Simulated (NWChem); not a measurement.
# C2H6InS (SMILES C[CH2][In][SH]): levels of theory compared

Aim: a comparison of 3 runs (UHF/STO-3G, UHF/3-21G, UB2PLYP/def2-SVP) of C2H6InS. 

The calculation is run with NWChem 7.3.0.

### Step 1. The structure to begin with

C2H6InS has 10 atoms, charge 0, and is taken as a doublet. As SMILES, `C[CH2][In][SH]`. The coordinates come from a PBE0-D4/def2-TZVP relaxation. This is one conformer, not always the lowest.

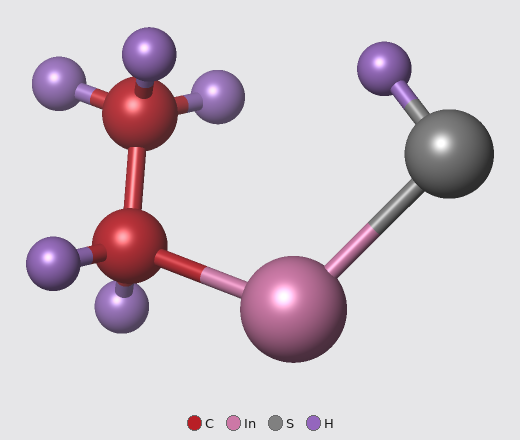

Viewed from a chosen angle; carbon red, indium pink, sulfur grey, hydrogen purple.

### Step 2. Energy and forces at UHF/STO-3G (run 1)

run.py reads:

```python
from ase import Atoms
from ase.calculators.nwchem import NWChem

molecule = Atoms('CCInSHHHHHH', positions=[
    [-0.396100, 0.807400, 0.523900],
    [-0.577600, -0.683300, 0.719900],
    [0.580000, -1.861500, -0.782100],
    [1.851900, -0.504900, -2.371700],
    [-0.969800, 1.374800, 1.266500],
    [-0.736400, 1.137300, -0.461100],
    [0.648600, 1.111700, 0.628600],
    [-1.615000, -1.003500, 0.603000],
    [-0.226300, -1.029400, 1.694000],
    [1.440600, 0.651500, -1.821200],
])

calc = NWChem(
    label='geom',
    theory='scf',
    memory='2200 mb',
    basis='STO-3G',
    basispar='spherical bse',
    scf={'nopen': '1', 'uhf': None, 'thresh': '1e-08', 'maxiter': '80'},
)
molecule.calc = calc

forces = molecule.get_forces()
e = molecule.get_potential_energy()
print(f"E = {e:.6f} eV")
print("forces (eV/A):")
for s, f in zip(molecule.symbols, forces):
    print(f"{s:2s} {f[0]:10.5f} {f[1]:10.5f} {f[2]:10.5f}")
```

Started as:

```sh
$ export ASE_NWCHEM_COMMAND="nwchem PREFIX.nwi > PREFIX.nwo"
$ python run.py
```

The log of the run:

```text
E = -167468.659624 eV
forces (eV/A):
C    -0.37096    1.35945    0.51108
C     1.16502   -2.67040   -1.55917
In    0.30272    1.39009   -0.35322
S    -1.20091   -0.45344    1.51973
H     0.20070    0.01167   -0.25541
H     0.08469   -0.12614    0.25531
H    -0.27243   -0.11925   -0.02571
H     0.18059    0.51669    0.34890
H    -0.36715    0.52646   -0.07775
H     0.27773   -0.43513   -0.36371
```

The calculator wrote geom.nwi:

```
title "geom"

permanent_dir geom

scratch_dir geom

start geom

geometry units angstrom nocenter noautosym noautoz
  C  -3.9610000000000001e-01 8.0740000000000001e-01 5.2390000000000003e-01
  C  -5.7760000000000000e-01 -6.8330000000000002e-01 7.1989999999999998e-01
  In 5.7999999999999996e-01 -1.8614999999999999e+00 -7.8210000000000002e-01
  S  1.8519000000000001e+00 -5.0490000000000002e-01 -2.3717000000000001e+00
  H  -9.6980000000000000e-01 1.3748000000000000e+00 1.2665000000000000e+00
  H  -7.3640000000000005e-01 1.1373000000000000e+00 -4.6110000000000001e-01
  H  6.4859999999999995e-01 1.1116999999999999e+00 6.2860000000000005e-01
  H  -1.6150000000000000e+00 -1.0035000000000001e+00 6.0299999999999998e-01
  H  -2.2630000000000000e-01 -1.0294000000000001e+00 1.6940000000000000e+00
  H  1.4406000000000001e+00 6.5149999999999997e-01 -1.8211999999999999e+00
end

memory 2200 mb

basis spherical bse noprint
   * library STO-3G
end

scf
  nopen 1
  uhf
  thresh 1e-08
  maxiter 80
end

task scf gradient
```

geom.nwo, cut to the lines that bear on the results:

```text
[...]
      One electron energy =  -9366.157845479949
[... 1 line left out ...]
 Nuclear repulsion energy =    420.954222093356
[... 64 lines left out ...]
          Final beta eigenvalues
[... 284 lines left out ...]
                     UHF Final Beta Molecular Orbital Analysis
[...]
  wavefunction    =   UHF
                         UHF ENERGY GRADIENTS
    atom               coordinates                        gradient
                 x          y          z           x          y          z
   1 C      -0.748520   1.525765   0.990027    0.007214  -0.026437  -0.009939
   2 C      -1.091506  -1.291250   1.360414   -0.022656   0.051931   0.030321
   3 In      1.096041  -3.517725  -1.477955   -0.005887  -0.027033   0.006869
[... 6 lines of this table left out ...]
  10 H       2.722339   1.231156  -3.441569   -0.005401   0.008462   0.007073
[...]
```

It took 25 s on 1 thread of AMD EPYC 7R43 (Zen 3), shared host; peak memory 0.096 GiB.

### Step 3. Energy and gradient at UHF/3-21G (run 2)

c2h6ins.xyz reads:

```xyz
10
C2H6InS gradient
C     -0.396100     0.807400     0.523900
C     -0.577600    -0.683300     0.719900
In     0.580000    -1.861500    -0.782100
S      1.851900    -0.504900    -2.371700
H     -0.969800     1.374800     1.266500
H     -0.736400     1.137300    -0.461100
H      0.648600     1.111700     0.628600
H     -1.615000    -1.003500     0.603000
H     -0.226300    -1.029400     1.694000
H      1.440600     0.651500    -1.821200
```

run.py reads:

```python
from ase.io import read
from ase.calculators.nwchem import NWChem

mol = read('c2h6ins.xyz')

calc = NWChem(
    label='c2h6ins',
    theory='scf',
    memory='2200 mb',
    basis='3-21G',
    basispar='spherical bse',
    scf={'nopen': '1', 'uhf': None, 'thresh': '1e-08', 'maxiter': '80'},
)
mol.calc = calc

forces = mol.get_forces()
print(f"energy = {mol.get_potential_energy():.6f} eV")
print("forces (eV/A):")
for s, f in zip(mol.symbols, forces):
    print(f"{s:2s} {f[0]:10.5f} {f[1]:10.5f} {f[2]:10.5f}")
```

Started as:

```sh
$ export ASE_NWCHEM_COMMAND="nwchem PREFIX.nwi > PREFIX.nwo"
$ python run.py
```

The log of the run:

```text
energy = -168414.227087 eV
forces (eV/A):
C    -0.07749    1.13154    0.13071
C     0.10670   -1.21834   -0.17396
In   -0.44300   -0.77380    0.54729
S     0.35070    0.24657   -0.44136
H     0.16908   -0.12290   -0.21829
H     0.07574   -0.10192    0.26194
H    -0.27567   -0.09513   -0.01481
H     0.18831    0.23572    0.17154
H    -0.20389    0.24282   -0.13401
H     0.10958    0.45550   -0.12907
```

The calculator wrote c2h6ins.nwi:

```
title "c2h6ins"

permanent_dir c2h6ins

scratch_dir c2h6ins

start c2h6ins

geometry units angstrom nocenter noautosym noautoz
  C  -3.9610000000000001e-01 8.0740000000000001e-01 5.2390000000000003e-01
  C  -5.7760000000000000e-01 -6.8330000000000002e-01 7.1989999999999998e-01
  In 5.7999999999999996e-01 -1.8614999999999999e+00 -7.8210000000000002e-01
  S  1.8519000000000001e+00 -5.0490000000000002e-01 -2.3717000000000001e+00
  H  -9.6980000000000000e-01 1.3748000000000000e+00 1.2665000000000000e+00
  H  -7.3640000000000005e-01 1.1373000000000000e+00 -4.6110000000000001e-01
  H  6.4859999999999995e-01 1.1116999999999999e+00 6.2860000000000005e-01
  H  -1.6150000000000000e+00 -1.0035000000000001e+00 6.0299999999999998e-01
  H  -2.2630000000000000e-01 -1.0294000000000001e+00 1.6940000000000000e+00
  H  1.4406000000000001e+00 6.5149999999999997e-01 -1.8211999999999999e+00
end

memory 2200 mb

basis spherical bse noprint
   * library 3-21G
end

scf
  nopen 1
  uhf
  thresh 1e-08
  maxiter 80
end

task scf gradient
```

c2h6ins.nwo, cut to the lines that bear on the results:

```text
[...]
      One electron energy =  -9386.015230870391
[... 1 line left out ...]
 Nuclear repulsion energy =    420.954222093356
[... 64 lines left out ...]
          Final beta eigenvalues
[... 305 lines left out ...]
                     UHF Final Beta Molecular Orbital Analysis
[...]
  wavefunction    =   UHF
                         UHF ENERGY GRADIENTS
    atom               coordinates                        gradient
                 x          y          z           x          y          z
   1 C      -0.748520   1.525765   0.990027    0.001507  -0.022005  -0.002542
   2 C      -1.091506  -1.291250   1.360414   -0.002075   0.023693   0.003383
   3 In      1.096041  -3.517725  -1.477955    0.008615   0.015048  -0.010643
[... 6 lines of this table left out ...]
  10 H       2.722339   1.231156  -3.441569   -0.002131  -0.008858   0.002510
[...]
```

Wall time 28 s (1 thread of AMD EPYC 7R43 (Zen 3), shared host); peak memory 0.1 GiB.

### Step 4. A single-point energy at UB2PLYP/def2-SVP (core potential) (run 3)

c2h6ins.nw reads:

```
echo
start c2h6ins
title "C2H6InS"
memory total 2200 mb
charge 0
geometry noautosym nocenter noautoz
  C     -0.396100     0.807400     0.523900
  C     -0.577600    -0.683300     0.719900
  In     0.580000    -1.861500    -0.782100
  S      1.851900    -0.504900    -2.371700
  H     -0.969800     1.374800     1.266500
  H     -0.736400     1.137300    -0.461100
  H      0.648600     1.111700     0.628600
  H     -1.615000    -1.003500     0.603000
  H     -0.226300    -1.029400     1.694000
  H      1.440600     0.651500    -1.821200
end
basis spherical bse
  * library def2-SVP
end
ecp bse
  In library def2-SVP
end
dft
  xc hfexch 0.53 becke88 0.47 lyp 0.73 mp2 0.27
  dftmp2 semidirect
  mult 2
  grid fine
  convergence energy 1e-08
  maxiter 100
  mulliken
end
mp2
  freeze core 11
end
task dft energy
```

Started as:

```sh
$ nwchem c2h6ins.nw > c2h6ins.out
```

The log of the run:

```text
[...]
          Wavefunction type:  spin polarized.
          No. of atoms     :    10
          No. of electrons :    55
[...]
          Charge           :     0
          Spin multiplicity:     2
[...]
          AO basis - number of functions:   102
[...]
              XC Information
              --------------
                     Hartree-Fock (Exact) Exchange  0.530
                    Becke 1988 Exchange Functional  0.470
              Lee-Yang-Parr Correlation Functional  0.730
[...]
 d= 0,ls=0.0,diis     1   -667.2255483564 -8.94D+02  5.73D-03  6.47D-02     7.9
[...]
 d= 0,ls=0.0,diis    12   -667.2797639412 -4.82D-09  5.27D-07  3.45D-10    69.2
[...]
         Total DFT energy =     -667.279763941170
      One electron energy =    -1443.607895590701
           Coulomb energy =      604.000101722144
    Exchange-Corr. energy =      -54.848610817654
 Nuclear repulsion energy =      227.176640745041
[...]
      Total Density - Mulliken Population Analysis
     ---------------------------------------------
    Atom       Charge   Shell Charges
 -----------   ------   -------------------------------------------------------
    1 C    6     6.02   1.99  0.88  0.15  2.09  0.87  0.03
    2 C    6     6.28   1.99  0.89  0.29  2.03  1.05  0.03
    3 In  21    20.62  -0.60  2.60  0.98  0.46  2.77  3.23  0.80  0.28  9.67  0.42
    4 S   16    16.32   2.00  1.99  1.22  0.65  5.93  1.77  2.73  0.04
    5 H    1     0.97   0.75  0.20  0.02
    6 H    1     0.97   0.75  0.19  0.02
    7 H    1     0.97   0.75  0.19  0.02
    8 H    1     0.95   0.74  0.18  0.03
    9 H    1     0.95   0.74  0.18  0.03
   10 H    1     0.94   0.71  0.20  0.03
[...]
      <S2> =      0.7614 (Exact =     0.7500)
[...]
  Basis functions       =    102
[...]
```

Wall time 83 s (1 thread of AMD EPYC 7R43 (Zen 3), shared host); peak memory 0.35 GiB.

### Step 5. Overview of the runs

```tsv
run	level	task	iteration cap	energy (Eh)	dipole moment (D)	HOMO energy (eV)	LUMO energy (eV)	wall time
1	UHF/STO-3G	gradient	80	-6154.359777	2.18	-4.76	5.02	25 s
2	UHF/3-21G	gradient	80	-6189.108741	3.88	-7.81	0.32	28 s
3	UB2PLYP/def2-SVP (core potential)	energy	100	-667.444909	2.74	-6.26	-1.69	83 s
```

### Step 6. What came out

| quantity | value |
| --- | --- |
| run 3: total energy | -667.44491 Eh |
| run 3: dipole moment (SCF part) | 2.74 D |
| run 3: HOMO energy (SCF part's orbitals) (highest over α and β) | -6.26 eV |
| run 3: LUMO energy (SCF part's orbitals) (lowest over α and β) | -1.69 eV |
| run 3: ⟨S²⟩ | 0.761 |

In words: The dipole moment (its size) runs from 2.18 D (UHF/STO-3G) to 3.88 D (UHF/3-21G). Some runs of one species differ in core potentials or relativity; totals across that change don't compare. In run 1 the basis is minimal, so the values are rough. In runs 1, 2 relativity is left out where basis or elements ask for it. All runs together took 2.3 min, the longest 83 s.
